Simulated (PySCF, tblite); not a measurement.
# C5H9F3NPSi: geometry, infrared bands and NMR shifts

What infrared bands and NMR shifts should C5H9F3NPSi (`N[Si@@H](P)C#CCCC(F)(F)F`) show?

Computed with tblite 0.8.0 and PySCF 2.14.0, with density-fitted response routines of our own, on a single molecule in the gas phase. Atoms count from 0, in the outputs and in this text.

**1. The starting structure**

20 atoms, charge 0, multiplicity 1; geometry from: force field or distance geometry start.

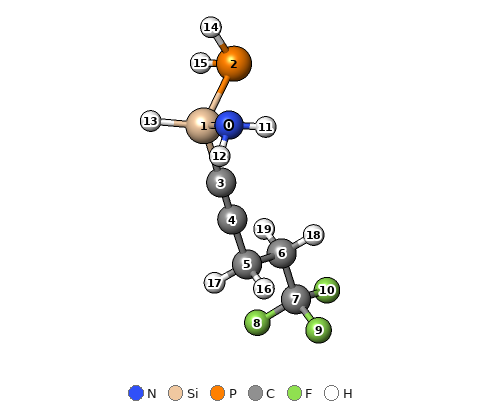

As it starts; nitrogen blue, silicon light orange, phosphorus orange, carbon grey, fluorine green, hydrogen white, atoms numbered.

**2. Geometry optimisation with GFN2-xTB**

The job: settings as JSON, then the geometry in Å.

```
{"job": {"kind": "relax", "xc": "GFN2-xTB", "basis": "xTB"}, "charge": 0, "multiplicity": 1}
N      3.463100    -0.832600    -1.625300
Si     2.910100    -0.023200    -0.241200
P      3.179100     2.109400    -0.650900
C      1.107800    -0.394700     0.002100
C     -0.060500    -0.645100     0.164000
C     -1.495100    -0.934000     0.331600
C     -2.331100     0.308500     0.056600
C     -3.791400     0.008000     0.247000
F     -4.057500    -0.406000     1.503700
F     -4.212200    -0.967900    -0.597100
F     -4.548000     1.100000    -0.001700
H      2.909400    -0.497600    -2.415500
H      3.229300    -1.816900    -1.526500
H      3.750100    -0.465700     0.904300
H      4.579700     2.137500    -0.616900
H      3.002400     2.579400     0.682400
H     -1.781100    -1.741600    -0.339200
H     -1.665100    -1.294400     1.356600
H     -2.158700     0.667000    -0.955500
H     -2.035500     1.120500     0.742000
```

Run with:

```bash
$ OMP_NUM_THREADS=1 python probes_run.py task.json out
```

The driver reads the jobs from task.json and runs them one after another.

**Question.** This job is followed by: GFN2-xTB harmonic vibrations, gas phase; GIAO PBE0/pcSseg-1 NMR shielding, non-relativistic, gas phase. Predict these results of the whole session: strongest single infrared mode (GFN2-xTB); zero-point energy (GFN2-xTB); 13C shifts against TMS (PBE0/pcSseg-1); 1H shifts against TMS (PBE0/pcSseg-1, means over atoms taken as alike); 15N shifts against NH3 (PBE0/pcSseg-1); 29Si shifts against TMS (PBE0/pcSseg-1); 31P shifts against H3PO4 (PBE0/pcSseg-1); 19F shifts against CFCl3 (PBE0/pcSseg-1, means over atoms taken as alike); surface potential, least and greatest.

The runs gave:

| quantity | value |
| --- | --- |
| strongest single infrared mode (GFN2-xTB) | 2195 cm⁻¹, 267 km/mol |
| zero-point energy (GFN2-xTB) | 81.6 kcal/mol |
| 13C shifts against TMS (PBE0/pcSseg-1) | 135.1, 112.6, 92.7, 38.7, 16.7 ppm |
| 1H shifts against TMS (PBE0/pcSseg-1, means over atoms taken as alike) | 5.42, 2.64, 2.64, 2.32, 2.28, 1.16, 0.59 ppm |
| 15N shifts against NH3 (PBE0/pcSseg-1) | 20.0 ppm |
| 29Si shifts against TMS (PBE0/pcSseg-1) | -43.9 ppm |
| 31P shifts against H3PO4 (PBE0/pcSseg-1) | -294.1 ppm |
| 19F shifts against CFCl3 (PBE0/pcSseg-1, means over atoms taken as alike) | -86.1 ppm |
| surface potential, least and greatest | -0.93 V and 1.55 V |

**Reading.** The optimisation took 112 steps and gained 0.313 eV; among the close pairs (by a distance rule), Si1–P2 changed most, from 2.188 to 2.249 Å. All 54 modes are real, so the xTB geometry is a minimum. The strongest single mode, at 2195 cm⁻¹, moves mainly H13. Unscaled tight-binding wavenumbers are off by several per cent, some by more. Its intensities can rank the bands wrongly. At PBE0/pcSseg-1: The largest span, 277 ppm, is at C4, where the paramagnetic term is -194 ppm. At PBE0/pcSseg-1, counted by nearest atom on the grid, the HOMO lies on P2 53 %; Si1 9 %, the LUMO on C3, C4 about 19 % each; Si1 15 %.
